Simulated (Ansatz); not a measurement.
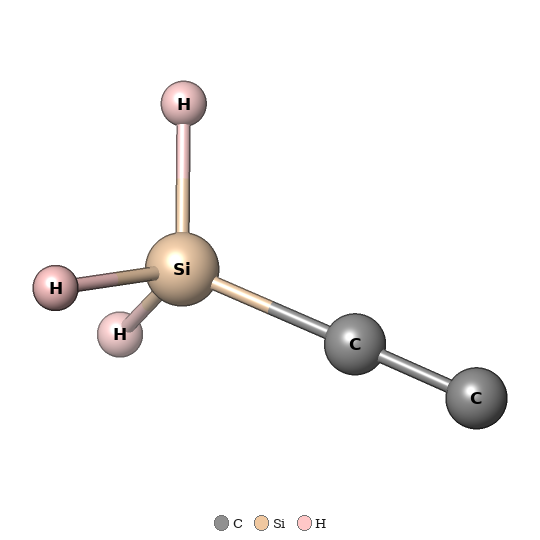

Atoms fade into the background with distance from the viewer. State: charge −1, singlet. The geometry was computed by an optimisation with PBE-D4/def2-SVPD. No frequency run is at hand to confirm it as a minimum.

> List the symmetry elements and name the point group.

It has 1 C3 axis and 3 mirror planes, so the point group is C3v. The group has 6 operations. The geometry is achiral, and symmetry allows a dipole moment.
